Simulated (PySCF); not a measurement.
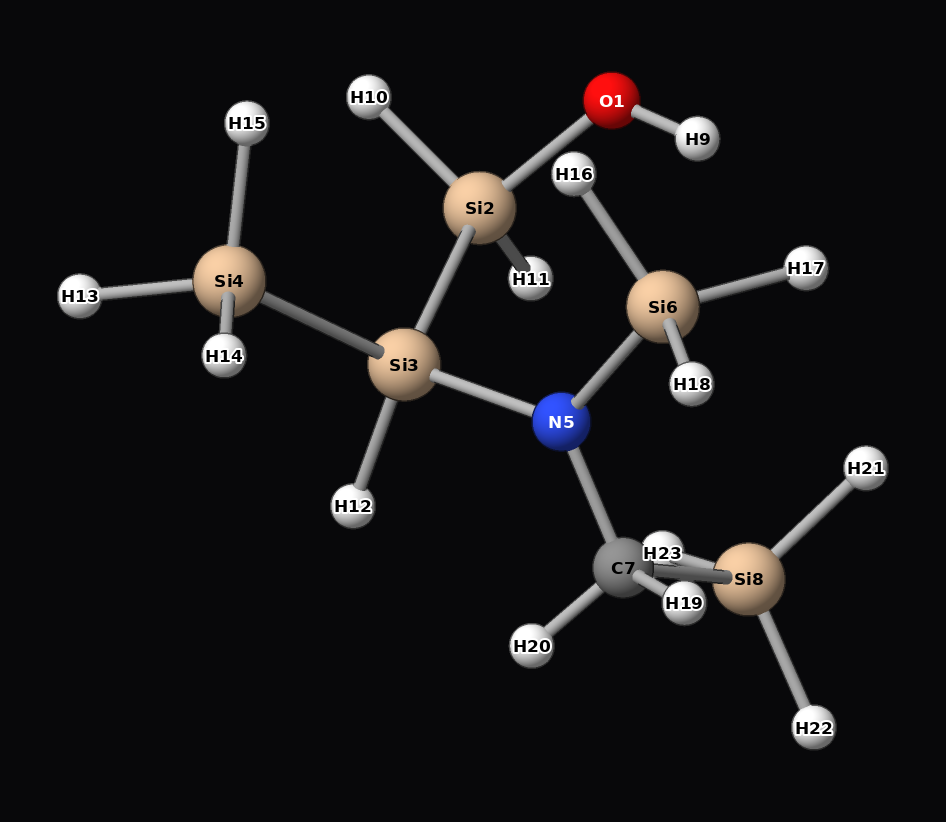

The questions are on isotropic NMR shieldings of the H atoms. The geometry was computed by an optimisation with GFN2-xTB. No frequency run is at hand to confirm it as a minimum. Method: GIAO PBE0/pcSseg-1 NMR shielding, non-relativistic, gas phase (PySCF 2.14.0).

Give the isotropic NMR shieldings of the H atoms atom by atom.

```
atom  σ (ppm)
  H9    31.23
 H10    26.46
 H11    26.05
 H12    26.61
 H13    28.31
 H14    28.08
 H15    27.92
 H16    27.04
 H17    26.91
 H18    27.15
 H19    28.91
 H20    28.80
 H21    27.75
 H22    27.98
 H23    27.71
```

The geometry is semi-empirical. Around Si such bond lengths and angles can be off by a tenth of an ångström or more and by several degrees, and values that hang on the shape move with them.
